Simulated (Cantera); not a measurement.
Charge: 1 mol N₂O, 3.4 mol O₂, equilibrated at 5300 Pa.

Method: chemical equilibrium by Gibbs-energy minimisation in Cantera with the NASA 1993 tables (ideal gas, pure condensed phases). Equilibrium is a limit: real reactors are often held back by kinetics, nucleation or transport.

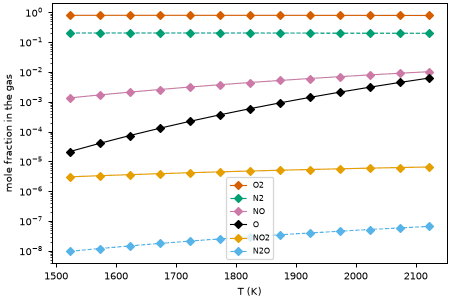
*Equilibrium gas composition (values under 1e-9 drawn at 1e-9)*

From 1523 K to 2123 K nothing is condensed.
